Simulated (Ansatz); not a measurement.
## Electronic structure of ClH5HfO3Si in real space

| atom | x (Å) | y (Å) | z (Å) |
| --- | --- | --- | --- |
| Hf | -0.2257 | -0.2498 | 0.2125 |
| Cl | 0.0339 | 0.3409 | 2.5376 |
| O | 1.5047 | -0.8318 | -0.4831 |
| Si | 2.9437 | -1.3488 | -1.0906 |
| H | 2.7187 | -2.4569 | -2.0473 |
| H | 3.6247 | -0.2401 | -1.7972 |
| H | 3.8152 | -1.8299 | 0.0045 |
| O | -0.8240 | 1.2836 | -0.7814 |
| H | -1.1377 | 2.0165 | -1.2771 |
| O | -1.4823 | -1.6956 | 0.0490 |
| H | -2.1091 | -2.3867 | -0.0541 |

Core potentials replace the inner electrons of Hf.

Method: Ansatz 0.2.0, RHF/def2-SVP.

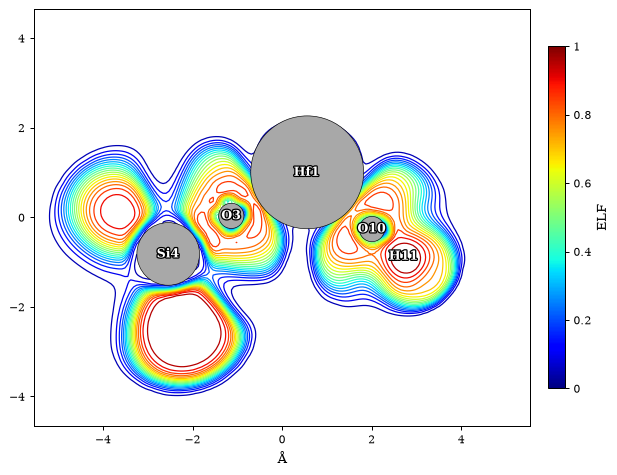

Figure 1. ELF on the plane of atoms O3, Hf1 and O10. Grey discs cover the atomic cores.

Q: Describe what can be read from this map.

A: The plane passes through Hf, O, Si and H nuclei.
Si–O (1.65 Å): the ELF peaks at about 0.85 between the atoms: a polar covalent bond.
Hf–O (1.92 Å): the ELF peaks at about 0.80 in the valence shell of O, 0.6 Å from its nucleus, and drops to about 0.15 between the two atoms.
O–H (0.94 Å): the ELF climbs to about 1 towards the hydrogen, as it does in any bond to H (an ordinary covalent bond to hydrogen).

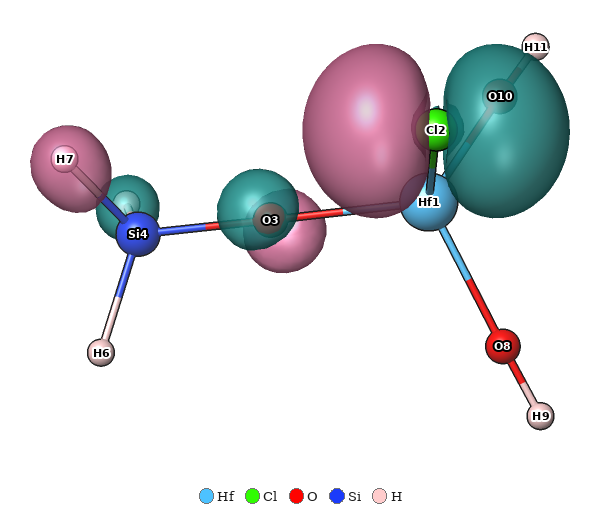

Figure 2. The HOMO at ±0.15 Å⁻³ᐟ² (teal and pink are the two phases), seen at a tilt.

Q: Where does this orbital lie, and at what energy?

A: By Hirshfeld shares it lies mainly on Cl2 (about 75 %) and O3 (about 10 %); largely a lone pair of Cl2. Its energy is −12.01 eV.
